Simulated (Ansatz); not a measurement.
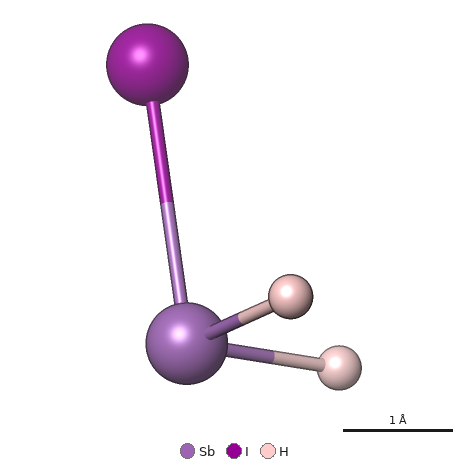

Every bond is drawn as one stick, whatever its order.

What does the picture show?

The molecule is H₂ISb. As SMILES it reads `[SbH2][I]`. Coordination: 1 Sb trigonal pyramidal.

More results for the same structure follow; atom numbers are the same in all pictures, views and colours differ. Computed geometry: PBE0-D4/def2-TZVP optimisation.

Vibrations

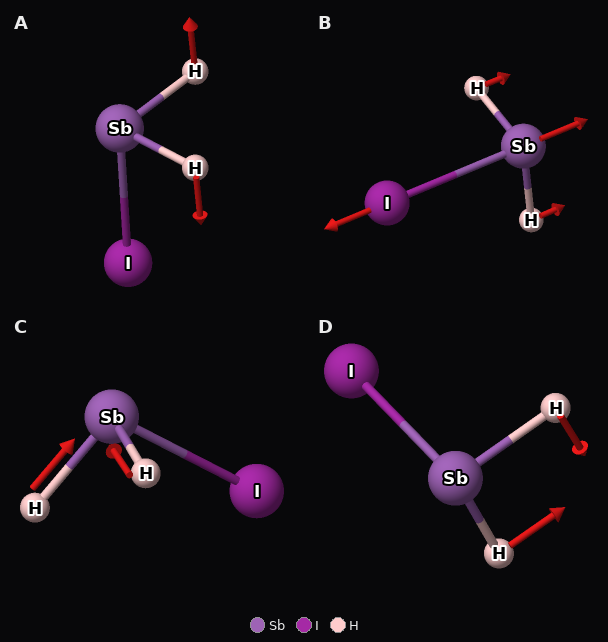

4 normal modes of one molecule or complex, as arrows. Harmonic vibrations computed with RKS PBE0-D4/def2-TZVP, core potentials on I, Sb (Ansatz 0.2.0) at a stationary point of the same level.

Match the panels to the wavenumbers 201 cm⁻¹, 570 cm⁻¹, 838 cm⁻¹, 1957 cm⁻¹.

A: 570 cm⁻¹, H–Sb–I bending
B: 201 cm⁻¹, Sb–I stretching
C: 1957 cm⁻¹, in-phase stretching of 2 Sb–H bonds
D: 838 cm⁻¹, H–Sb–H bending

Dipole moment

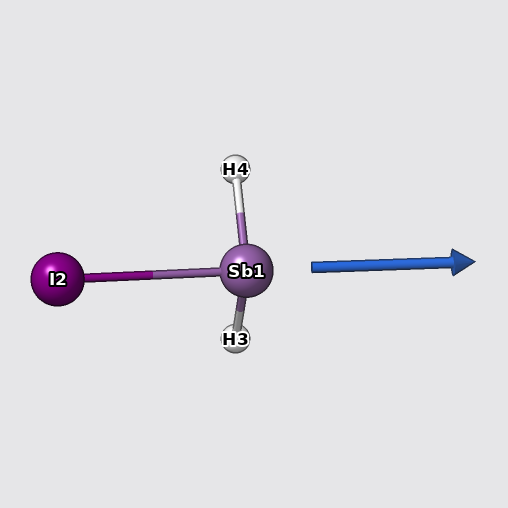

The arrow beside the molecule shows the direction of the dipole moment, from the negative to the positive end (its length means nothing). Level of theory: RKS r2SCAN-D4/def2-TZVPP, core potentials on I, Sb (Ansatz 0.2.0).

How large is the dipole moment?

1.97 D; it points from the side of I2 to the side of Sb1, H3, H4 (the outermost atoms at the two ends).

Thermal motion

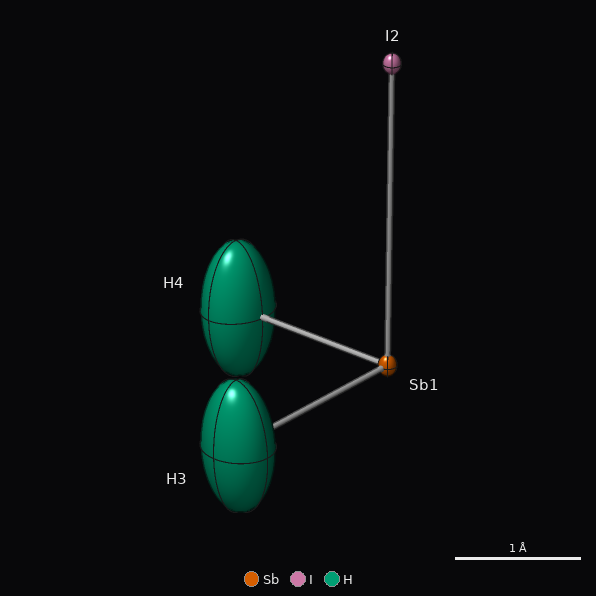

Displacement ellipsoids at the 50 % level, enlarged 2 times, from the internal vibrations of the free molecule (harmonic, no overall translation or rotation; no half-axis is drawn under 0.075 Å). Vibrations computed with RKS PBE0-D4/def2-TZVP, core potentials on I, Sb (Ansatz 0.2.0). Temperature: 400 K.

Which atom has the largest mean-square displacement?

H3, H4, with U_eq = 0.0189 Å².

Does H3 move more along its bond or across it?

Across it: the root-mean-square amplitude is 0.092 Å along the bond and up to 0.193 Å across, since bending and torsion are softer than stretching.

List U_eq and the three principal root-mean-square amplitudes for each kind of atom.

| atom | U_eq (Å²) | rms amplitudes (Å) |
| --- | --- | --- |
| Sb1 | 0.00034 | 0.001, 0.002, 0.032 |
| I2 | 0.00031 | 0.001, 0.001, 0.031 |
| H3, H4 | 0.0189 | 0.092, 0.104, 0.193 |
